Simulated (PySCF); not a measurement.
**Polarizability calculation of InNH$_{3}$**

System: InNH$_{3}$, multiplicity 2, SMILES [NH2][InH].
Method: HF/def2-TZVP, UHF, core potentials def2-svp (PySCF 2.14.0).

The geometry comes from this level: PBE0-D4/def2-TZVP.

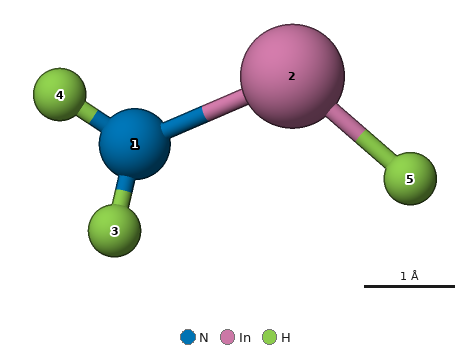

*The structure as given in the input (ball-and-stick view, seen at a tilt; atoms are numbered from 1 in the order of the input). Sticks mark near contacts.*

Bond lengths as drawn: H–In 1.76 Å, H–N 1.01 Å and In–N 2.04 Å.

### Summary

| quantity | value |
| --- | --- |
| outcome | converged |
| total energy | −245.402389 hartree |
| basis functions | 99 |
| ⟨S²⟩ | 0.760 |
| dipole moment | 1.02 D |
| hardware | 1 thread of Arm Neoverse V1, 24 GiB of memory available, shared host |
| wall time | 20 s |
| peak memory | 0.21 GiB |

### Input (calc.py)
```python
import numpy
from pyscf import gto, scf
from pyscf.prop.polarizability import uhf

mol = gto.M(
    atom='start.xyz',
    ecp={'In': 'def2-svp'},
    charge=0,
    max_memory=1860,
    verbose=3,
    spin=1,
    basis='def2-tzvp',
)

mf = scf.UHF(mol)
mf.conv_tol = 1e-10
mf.kernel()
if not mf.converged:
    mf = mf.newton().run(mf.mo_coeff, mf.mo_occ)

etot = mf.e_tot
print('E = %.10f Eh' % etot)
pol = uhf.Polarizability(mf)
alpha = pol.polarizability()
print('isotropic polarizability %.4f bohr^3' % (numpy.trace(alpha) / 3))
alpha_w = pol.polarizability_with_freq(freq=0.0774)
beta = pol.hyper_polarizability()
```

### File start.xyz
```
5

N     -0.299400    -0.736500     0.264700
In     0.846600     0.946400     0.296000
H     -0.846800    -0.960800    -0.554700
H      0.017600    -1.585600     0.707600
H      0.331900     2.262600    -0.755100
```

Launch command:
```bash
OMP_NUM_THREADS=1 python calc.py
```

### What the program printed
```
WARN: HOMO -0.499506781986824 >= LUMO -0.499506781986824

converged SCF energy = -245.40238928185  <S^2> = 0.76046272  2S+1 = 2.0104355
E = -245.4023892819 Eh
isotropic polarizability 49.4055 bohr^3
```
